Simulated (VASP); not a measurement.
Band structure of SrO (relaxed from the zinc blende structure, space group F-43m). Method: PBE GGA, VASP's PBE PAW potentials (set 64) (plane waves; VASP).

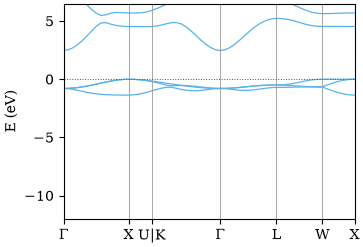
Fig. 1. Bands along high-symmetry lines, zero at the valence-band maximum or, without a gap, the Fermi level

Question: Read the plot: is there a gap, and where are the band edges?

Answer: The gap is indirect, 2.46 eV, from the valence maximum at W to the conduction minimum at Γ. (Edges off the drawn lines would not show.)

The structure was generated: SrO was put into the zinc blende type (F-43m), which need not be its known phase. It was relaxed first, which changed the volume by -19 %.
